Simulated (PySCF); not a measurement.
# C2H8AlFN2: what the fields show

| atom | x (Å) | y (Å) | z (Å) |
| --- | --- | --- | --- |
| C | 1.5860 | -0.6281 | 0.8427 |
| Al | 0.3828 | -0.0115 | -0.6232 |
| N | -0.4384 | 1.7912 | 0.1306 |
| F | 0.9605 | 0.8131 | -1.9532 |
| C | -1.3339 | -1.0193 | -0.9685 |
| N | -1.8070 | -1.9757 | -0.2756 |
| H | 1.0467 | -0.9172 | 1.7485 |
| H | 2.1607 | -1.5105 | 0.5436 |
| H | 2.3294 | 0.1152 | 1.1479 |
| H | -1.0406 | 1.7466 | 0.9462 |
| H | -0.9705 | 2.1798 | -0.6448 |
| H | 0.3301 | 2.4285 | 0.3254 |
| H | -1.9923 | -0.7762 | -1.8187 |
| H | -1.2142 | -2.2363 | 0.5169 |

Geometry: GFN2-xTB.

The calculation used PBE0/def2-SVPD, SCF density, gas phase in PySCF.

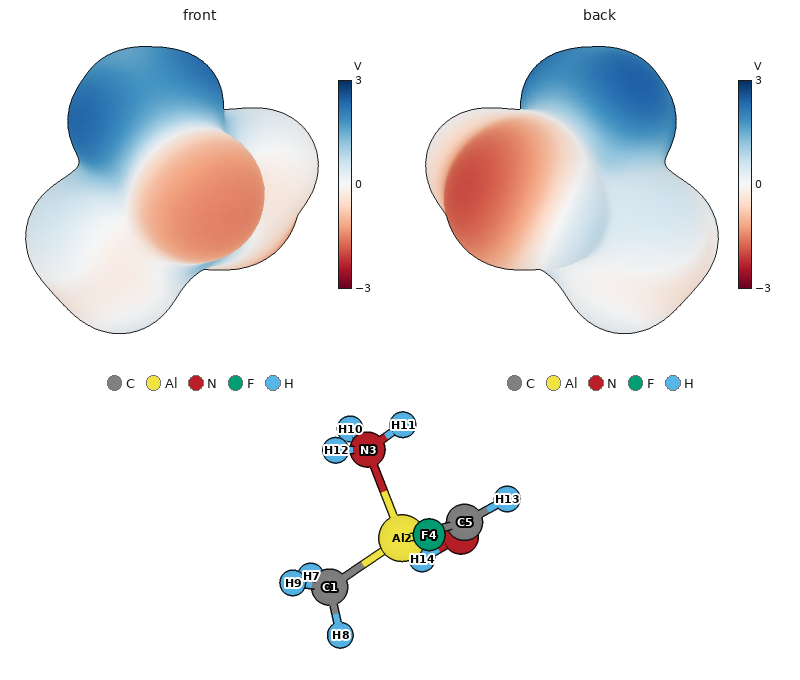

Figure 1. The molecular electrostatic potential painted on the density surface at 0.001 e/bohr³, seen from the front and from behind; red is negative and blue positive. The bare structure is drawn below in the same view.

Q: Where is the surface potential most negative and most positive?

A: The most negative region (about −1.9 V) lies over N6, the most positive (about +2.4 V) over H10 and H12. N6 is the likeliest acceptor of a hydrogen bond.

Q: How polar is the molecule by this calculation?

A: Its dipole moment is 5.60 D.

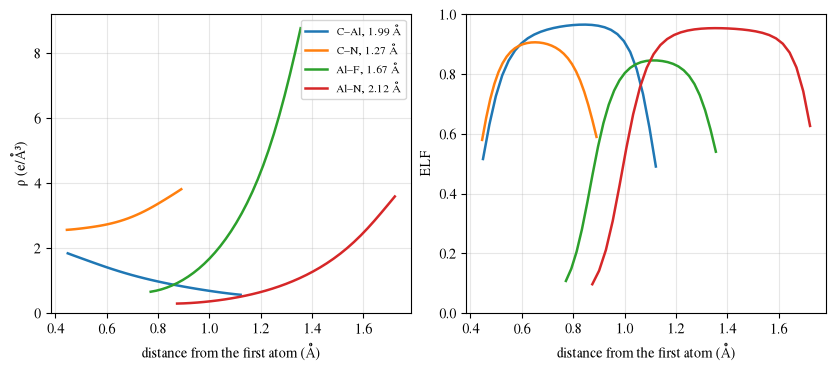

Figure 2. Electron density and ELF along straight lines between neighbouring atoms. The curves leave out the atomic cores.

Q: Compare the contacts.

A: C–Al (1.99 Å): the density is about 0.69 e/Å³ at the midpoint; the ELF peaks at about 0.95 between the atoms (a polar covalent bond).
C–N (1.27 Å): ρ at the midpoint is about 2.8 e/Å³; the ELF peaks at about 0.90 between the atoms (localised, covalent bonding).
Al–F (1.67 Å): ρ is about 0.79 e/Å³ halfway; the ELF peaks at about 0.85 in the valence shell of F, 0.6 Å from its nucleus, and is about 0.30 at the midpoint.
Al–N (2.12 Å): ρ is about 0.42 e/Å³ halfway; the ELF peaks at about 0.95 in the valence shell of N, 0.8 Å from its nucleus, and is about 0.75 at the midpoint.
